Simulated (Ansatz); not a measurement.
# GaP: pressure series

Base system: GaP in the zinc blende structure (space group F-43m, No. 216; a = 5.439 Å).

Cell and atoms are relaxed at each pressure.

Level of theory: Kohn–Sham DFT with the PBEsol functional, run in Ansatz (a quantum-chemistry and plane-wave program) with PAW and 420 eV plane waves, no SOC.

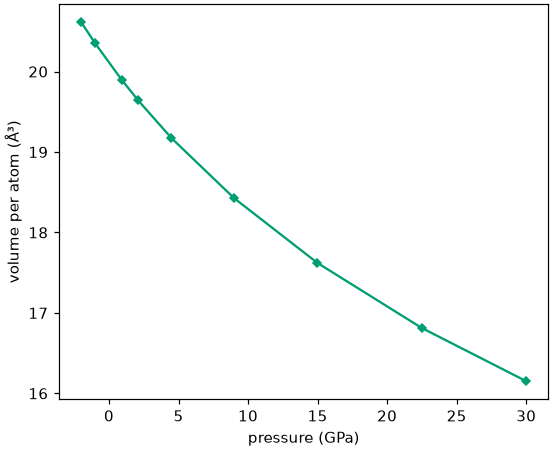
*Volume against pressure*

Q: Estimate the zero-pressure bulk modulus from the plot.

A: About 85 GPa; a third-order Birch–Murnaghan fit to the points gives V₀ = 20.11 Å³/atom, B₀ = 85 GPa and B₀′ = 4.3.

Measured bulk modulus of GaP: 89.6 GPa (static lattice; corrected from measurement; as listed in Daniel Mejia-Rodriguez, S. B. Trickey, Phys. Rev. B (2018)); the computed value is 5 % below it.

Between the base and pressure 9 GPa the gap moves from 1.45 eV to 1.28 eV, a mean slope of -20 meV/GPa.

Load acts through the strain it causes; cell and atoms are relaxed under it. Stability against distortions was not tested. Measured, GaP leaves this structure (for a Cmcm phase) near 26 GPa (temperature not stated; as listed in Datta, Sujoy, Jana, Debnarayan, arXiv (2020)).
